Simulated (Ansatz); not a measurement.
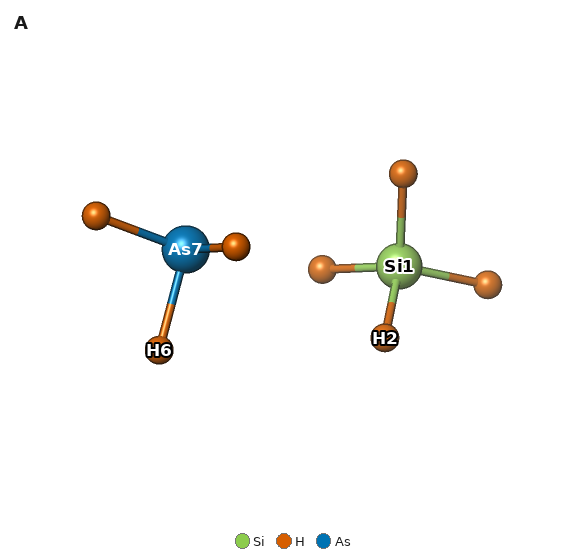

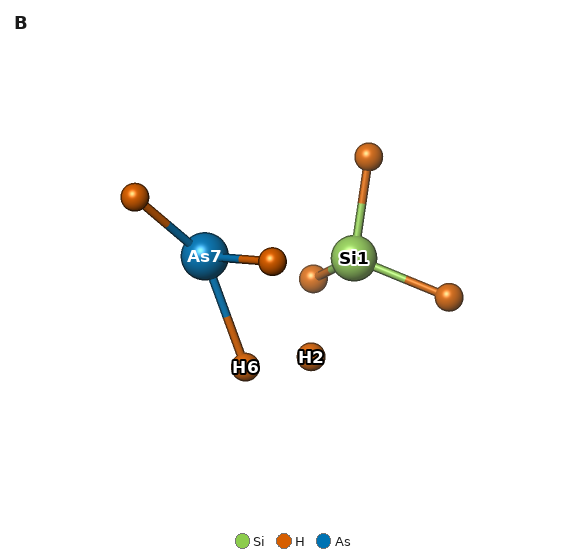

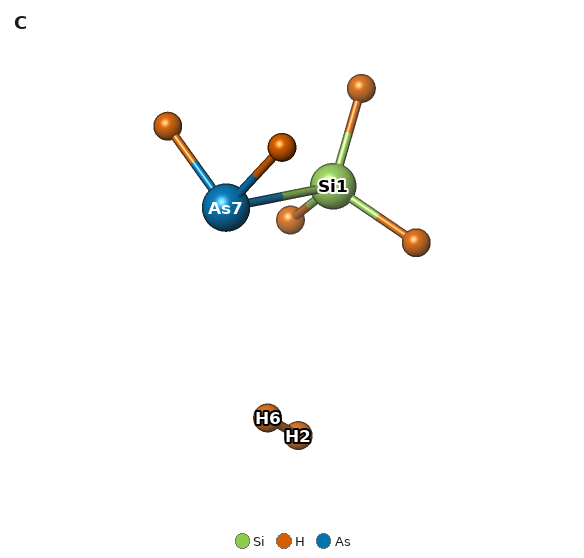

Three stationary points along one reaction path, in mixed order. Sticks follow a distance rule, so a partial bond may show as a full stick or not at all. The species is neutral and a spin singlet. Geometries: PBE0-D4/def2-TZVP; all other levels are single points on them, and energies count from the start as drawn. Program: Ansatz 0.2.0. In CBS estimates cores are frozen, and CCSD(T) − MP2 is taken in the smaller basis.

### Which panel shows the transition state?

B.

### Which bonds form and which break from A to C?

Formed: Si1–As7, H2–H6; broken: Si1–H2, H6–As7. At the saddle point Si1···As7 is 2.66 Å, H2···H6 is 1.05 Å, Si1···H2 is 1.78 Å, H6···As7 is 1.73 Å.

Give the electronic barrier and the reaction energy from A to C in kJ/mol (no zero-point energy) with CCSD(T)/CBS (MP2 limit from def2-TZVPP and def2-QZVPP plus CCSD(T) − MP2); ωB97X-V/def2-TZVPP; SPW92 (LDA)/def2-TZVPP; RHF-CCSD(T) (frozen core)/def2-TZVPP.

| level | barrier | reaction energy |
| --- | --- | --- |
| CCSD(T)/CBS (MP2 limit from def2-TZVPP and def2-QZVPP plus CCSD(T) − MP2) | 257.9 | −7.2 |
| ωB97X-V/def2-TZVPP | 271.1 | −2.0 |
| SPW92 (LDA)/def2-TZVPP | 177.4 | −7.3 |
| RHF-CCSD(T) (frozen core)/def2-TZVPP | 265.7 | −2.2 |
